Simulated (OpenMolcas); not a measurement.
# How basis sets differ on BH2Cl (SMILES [H]B([H])Cl)

The species is BH2Cl (4 atoms), meant as a singlet with charge 0. SMILES: `[H]B([H])Cl`. Geometry: relaxed at GFN2-xTB.

Quantity: the HOMO–LUMO gap, in eV. The values are calculated.

```json
{"level": "HF/STO-3G", "kind": "Hartree–Fock", "program": "OpenMolcas", "value (eV)": "16.42"}
{"level": "HF/3-21G", "kind": "Hartree–Fock", "program": "OpenMolcas", "value (eV)": "14.03"}
{"level": "HF/def2-SVP", "kind": "Hartree–Fock", "program": "OpenMolcas", "value (eV)": "14.06"}
{"level": "HF/ANO-R2 (sfX2C, RICD fitting)", "kind": "Hartree–Fock", "program": "OpenMolcas", "value (eV)": "13.70"}
```

The values span 13.70 to 16.42 eV. A Hartree–Fock LUMO above zero doesn't converge with the basis: it sinks as sets grow more diffuse. Orbital gaps aren't excitation energies.

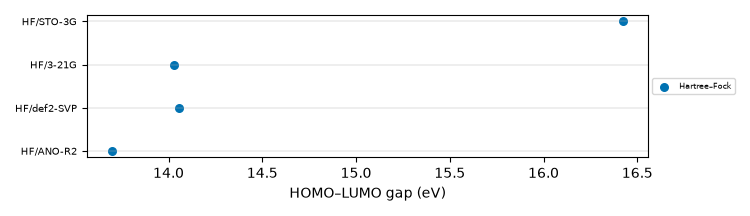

The values of the table, level by level.
